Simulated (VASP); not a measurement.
Band structure of SrTe (rock salt). Calculation: PBEsol GGA with spin-orbit coupling, VASP's PBE PAW potentials (set 64) (plane waves; VASP).

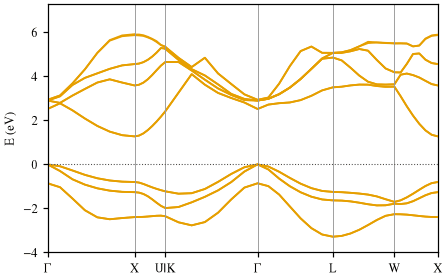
Fig. 1. Bands along high-symmetry lines, zero at the valence-band maximum or, without a gap, the Fermi level

Task: Read the plot: is there a gap, and where are the band edges?

Result: The gap is indirect, 1.27 eV, from the valence maximum at Γ to the conduction minimum at X.

The compound is SrTe in the rock salt structure. It was relaxed first.
